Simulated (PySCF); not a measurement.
# Run report: Si2H4Cl2, geometry relaxation

System: Si2H4Cl2.
Method: PBE0-D3(BJ)/def2-SVP geometry optimisation, gas phase (PySCF 2.14.0).

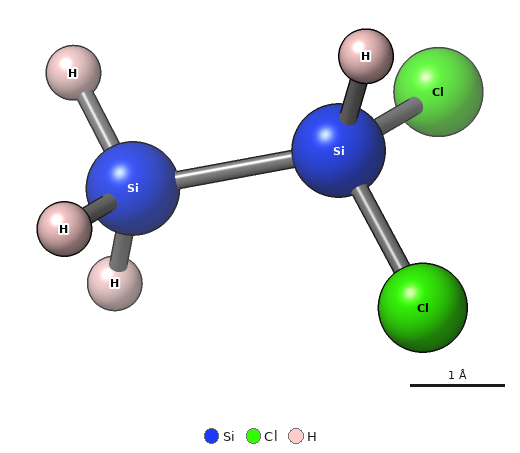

**Figure 1.** The structure as given in the input (ball-and-stick view, seen at a tilt). Bond lengths as drawn: Cl–Si 2.03 to 2.05 Å, H–Si 1.44 to 1.49 Å and Si–Si 2.30 Å.

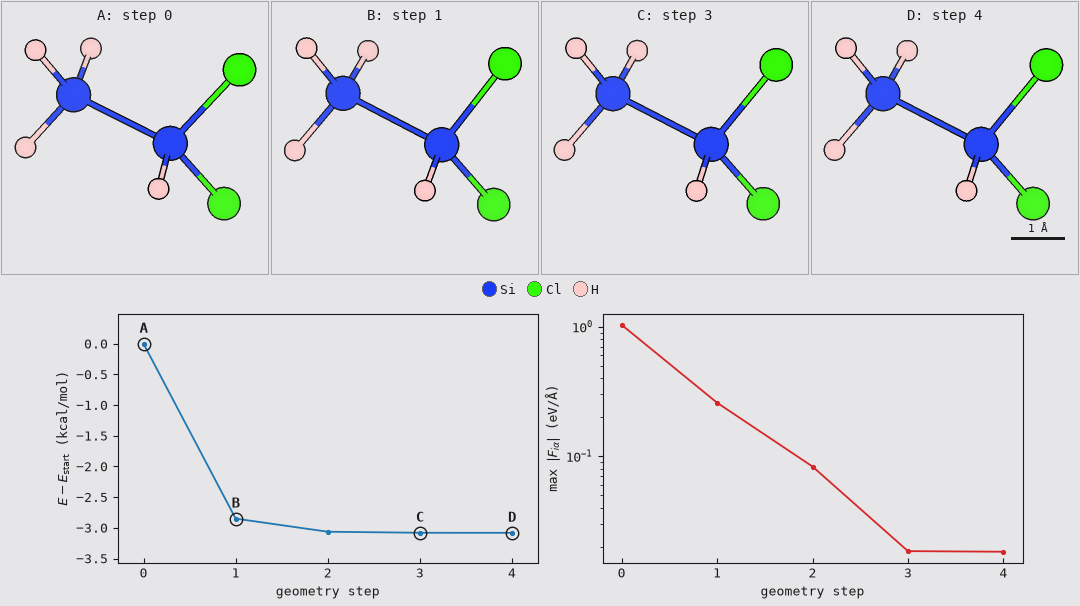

**Figure 2.** Frames of the relaxation (ball-and-stick view, seen at a tilt) above the curves, on which the letters mark them (steps are counted from 0).

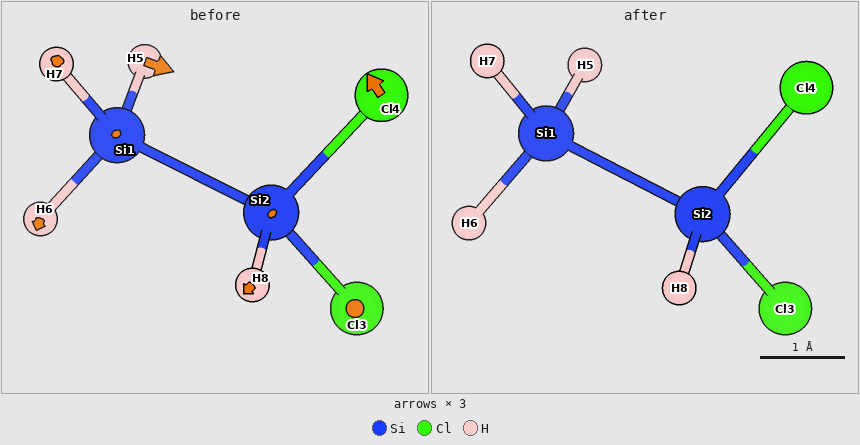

**Figure 3.** Before (left) and after (right) the relaxation, at one scale (ball-and-stick view, seen at a tilt). The orange arrows give the displacements, magnified 3 times. Over 4 geometry steps the energy falls by 3.08 kcal/mol. The largest force component goes from 1 to 0.018 eV/Å. The largest move after the best rigid fit is that of H5, 0.13 Å. Largest moves by element: H 0.13 Å, Cl 0.11 Å, Si 0.03 Å. Among the contacts that change: Si1–H6 1.440 → 1.494 Å, Si2–Cl3 2.026 → 2.068 Å, Si1–Si2 2.297 → 2.335 Å, Si2–Cl4 2.048 → 2.068 Å. Among the angles that change: Si2–Si1–H5 113.5° → 108.2°, Si1–Si2–Cl4 112.9° → 108.5°, H5–Si1–H7 106.0° → 110.0°. (Atoms are counted from 1 in the order of the input.)

These pictures come from the run below.

The input
```
{"job": {"xc": "PBE0", "basis": "def2-SVP", "d3": "d3bj", "grid": 1, "shake": 0.01, "kind": "geom"}, "charge": 0, "multiplicity": 1}
Si    -1.189280    -0.242950    -0.025220
Si     1.062980     0.174060     0.150220
Cl     2.121490    -1.176500    -0.927030
Cl     1.589450     2.019890    -0.563710
H     -1.702760    -0.155020    -1.418690
H     -1.538330    -1.542940     0.485970
H     -1.946540     0.766940     0.754120
H      1.658120     0.137380     1.491860
```

The first line tells a small driver script what to run in PySCF; the rest is the geometry in Å.

Launch command:
```bash
OMP_NUM_THREADS=1 python <driver script> task.json out
```

The program's output
```
step   0  E = -1500.86235554  max force = 0.020065
step   1  E = -1500.86689664  max force = 0.005029
step   2  E = -1500.86723715  max force = 0.001617
step   3  E = -1500.86726415  max force = 0.000359
step   4  E = -1500.86726564  max force = 0.000356
optimisation converged
```

Trajectory as extended XYZ (Å, eV, eV/Å), 5 frames, from step=0 to step=4
```
8
Properties=species:S:1:pos:R:3:forces:R:3 step=0 energy=-40840.54492
Si   -1.1893   -0.2429   -0.0252   -0.5340   0.8295  -0.4066
Si    1.0630    0.1741    0.1502    0.4194   0.3474   0.2271
Cl    2.1215   -1.1765   -0.9270    0.3198  -0.7668  -0.5546
Cl    1.5895    2.0199   -0.5637   -0.1655   0.4952  -0.1876
H    -1.7028   -0.1550   -1.4187    0.2050   0.0200  -0.1945
H    -1.5383   -1.5429    0.4860   -0.0865  -1.0318   0.4304
H    -1.9465    0.7669    0.7541   -0.0129   0.1994   0.1964
H     1.6581    0.1374    1.4919   -0.1452  -0.0929   0.4893
8
Properties=species:S:1:pos:R:3:forces:R:3 step=1 energy=-40840.66849
Si   -0.6627    0.0130    0.5500    0.2134  -0.1184   0.0668
Si    1.6470    0.3493    0.7956   -0.2101  -0.1816  -0.2054
Cl    2.6479   -1.0798   -0.3469   -0.1199   0.2586   0.1939
Cl    2.0564    2.2541    0.0973    0.0949  -0.0548   0.0157
H    -0.9784    0.1083   -0.9036   -0.0542   0.0000  -0.0137
H    -1.0077   -1.3459    1.0791   -0.0297   0.0749  -0.0597
H    -1.3966    1.0580    1.3231   -0.0197   0.0104  -0.0178
H     2.1229    0.2462    2.1976    0.1254   0.0109   0.0201
8
Properties=species:S:1:pos:R:3:forces:R:3 step=2 energy=-40840.67775
Si   -0.6638    0.0090    0.5478    0.0702  -0.0213   0.0234
Si    1.6372    0.3503    0.8003   -0.0194  -0.0770  -0.0564
Cl    2.6443   -1.0664   -0.3322   -0.0557   0.0832   0.0581
Cl    2.0828    2.2456    0.1017    0.0257  -0.0153   0.0080
H    -0.9897    0.1071   -0.9047   -0.0100   0.0038  -0.0009
H    -1.0232   -1.3452    1.0676   -0.0092   0.0074  -0.0198
H    -1.4034    1.0537    1.3169   -0.0108   0.0087  -0.0096
H     2.1446    0.2491    2.1947    0.0093   0.0105  -0.0027
8
Properties=species:S:1:pos:R:3:forces:R:3 step=3 energy=-40840.67849
Si   -0.6625    0.0101    0.5459    0.0028   0.0059   0.0093
Si    1.6344    0.3484    0.8043    0.0185  -0.0142  -0.0070
Cl    2.6373   -1.0651   -0.3262   -0.0126   0.0038   0.0042
Cl    2.0975    2.2397    0.1076    0.0045  -0.0008   0.0055
H    -0.9874    0.1111   -0.9067    0.0021   0.0051  -0.0044
H    -1.0294   -1.3439    1.0585   -0.0014  -0.0040  -0.0063
H    -1.4062    1.0553    1.3113   -0.0037   0.0014  -0.0060
H     2.1452    0.2477    2.1975   -0.0102   0.0028   0.0047
8
Properties=species:S:1:pos:R:3:forces:R:3 step=4 energy=-40840.67853
Si   -0.6620    0.0134    0.5432   -0.0145   0.0087  -0.0013
Si    1.6342    0.3457    0.8078    0.0153   0.0093   0.0092
Cl    2.6323   -1.0693   -0.3221    0.0034  -0.0183  -0.0084
Cl    2.1080    2.2353    0.1144    0.0000   0.0001   0.0051
H    -0.9825    0.1173   -0.9104    0.0051   0.0052  -0.0035
H    -1.0336   -1.3414    1.0505    0.0005  -0.0026  -0.0028
H    -1.4083    1.0586    1.3061   -0.0008   0.0000  -0.0027
H     2.1407    0.2437    2.2025   -0.0090  -0.0022   0.0043
```

Key numbers

- outcome: converged
- total energy: −1500.867266 hartree
- dipole moment: 1.59 D
- point group: Cs
- hardware: 1 CPU thread, shared host
- wall time: 16 s
- peak memory: 0.38 GiB
